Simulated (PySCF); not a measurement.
```xyz
19

Si   -0.0890    0.1432   -0.1957
C     0.0901    0.2083    1.6698
C    -0.3165   -0.7473    2.5136
H     0.5455    1.1135    2.0961
H    -0.7800   -1.6765    2.1616
H    -0.2079   -0.6495    3.5998
C     1.5845    0.3609   -1.0162
C     2.7463    0.3404   -0.3515
H     1.6102    0.5101   -2.1039
H     2.7883    0.1876    0.7329
H     3.7077    0.4694   -0.8601
Si   -1.5105    1.8762   -0.9031
H    -2.8941    1.6627   -0.3747
H    -1.5751    1.9145   -2.3988
H    -1.0157    3.2040   -0.4195
Si   -1.0311   -1.8943   -0.8910
H    -0.2290   -3.0549   -0.3904
H    -1.0496   -1.9358   -2.3867
H    -2.4369   -2.0390   -0.3974
```

Geometry: PBE0-D3(BJ)/def2-SVP.

All numbers below come from PBE0/pcSseg-1, SCF density, gas phase, non-relativistic in PySCF.

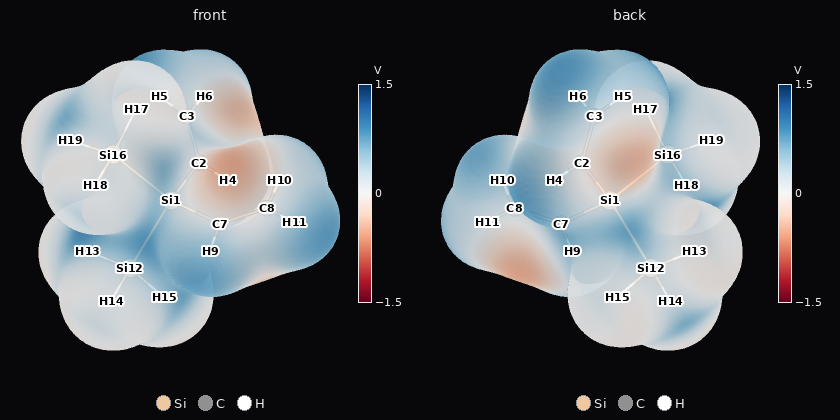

C$_{4}$H$_{12}$Si$_{3}$ (SMILES C=C[Si]([SiH3])([SiH3])C=C). The electrostatic potential painted on the density surface at 0.002 e/bohr³, seen from the front and from behind; red is negative and blue positive.

Question: Which sites attract a positive test charge, and which a negative one?

Answer: A positive charge is drawn to the negative regions and a negative charge to the positive ones. The most negative region (about −0.6 V) lies over the π face of C7 and C8, the most positive (about +1.0 V) over Si12 and Si16.

Question: How polar is the molecule by this calculation?

Answer: Its dipole moment is 1.17 D.
